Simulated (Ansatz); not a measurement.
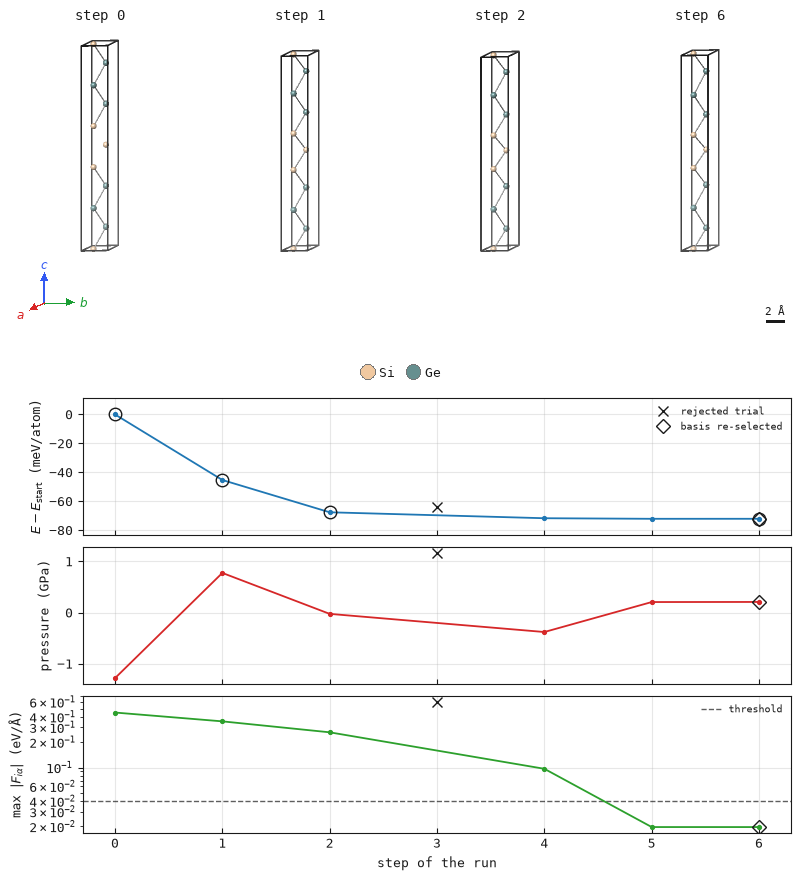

Frames of a relaxation of a crystal of Si2Ge3 (a generated structure, set up in P-6m2) (coarse preliminary run), marked on the history of the run. Style: ball-and-stick. Shown: the cell of the calculation, slightly off an axis.

The calculation used DFT PBE, scalar-relativistic, plane waves, PAW in Ansatz.

The input:
```yaml
crystal:
  lattice:
    - [2.95479298, 0.0, 0.0]
    - [-1.47739649, 2.55892579, 0.0]
    - [0.0, 0.0, 23.34190239]
  atoms:
    - { symbol: Si, position: [0.33333333, 0.66666667, 0.5] }
    - { symbol: Si, position: [0.66666667, 0.33333333, 0.0] }
    - { symbol: Si, position: [0.66666667, 0.33333333, 0.4] }
    - { symbol: Si, position: [0.66666667, 0.33333333, 0.6] }
    - { symbol: Ge, position: [0.33333333, 0.66666667, 0.9] }
    - { symbol: Ge, position: [0.33333333, 0.66666667, 0.1] }
    - { symbol: Ge, position: [0.33333333, 0.66666667, 0.3] }
    - { symbol: Ge, position: [0.33333333, 0.66666667, 0.7] }
    - { symbol: Ge, position: [0.66666667, 0.33333333, 0.2] }
    - { symbol: Ge, position: [0.66666667, 0.33333333, 0.8] }
basis:
  ecutwfc: 420
kpoints:
  mp_grid: { grid: [6, 6, 1] }
hamiltonian:
  xc: pbe
scf:
  occupations: { method: gaussian, width: 0.1 }
  lower_state_search: "off"
output:
  forces: true
  stress: true
  eigenvalues: true
relax:
  adjacent_minimum: "off"
  f_tol: 0.04
  max_steps: 70
  cell: { stress_tol: 0.4 }
```

Command:
```bash
ansatz run input.yaml --threads 1 --pin off --max-ram 2560MiB --backend cpu --events-out ev --progress --plain --runs-dir out
```

Describe the path.

The energy falls by 72.1 meV per atom in 4 accepted moves (6 points after the start). Largest force component: 0.45 eV/Å at the start, 0.02 eV/Å at the end. The pressure goes from −1.28 to 0.21 GPa. The line search rejected the trial step at point 3 of the run. At 1 point the geometry stayed and the basis and grid were re-selected for the new cell (energy shift of less than 0.05 meV per atom at most each time). The largest moves relative to the cell, 0.44 Å, are those of Ge7 and Ge8. Ge8 goes along −c. Largest moves by element: Ge 0.44 Å, Si 0.34 Å. The drawn cell changes as follows: a = b 2.955 → 3.012 Å (+2.0 %), c 23.342 → 22.263 Å (−4.6 %); the volume changes by −0.9 %. Among the contacts that change: Si1–Si3 2.891 → 2.567 Å, Ge5–Ge10 2.891 → 3.040 Å, Si3–Ge7 2.891 → 2.747 Å, Ge7–Ge9 2.891 → 2.975 Å. Among the angles between lasting bonds that change: Si4–Ge8–Si4 61.5° → 66.5°, Ge7–Si3–Ge7 61.5° → 66.5°, Ge5–Si2–Ge6 107.7° → 103.6°. The space group stays P-6m2 (No. 187). From step 0 to 1: Ge atoms move most (0.15 Å), volume −1.9 %, energy −45.3 meV per atom. From step 1 to 2: Ge atoms move most (0.18 Å), volume +1.5 %, energy −22.3 meV per atom. From step 2 to 6: Ge atoms move most (0.13 Å), volume −0.4 %, energy −4.5 meV per atom.
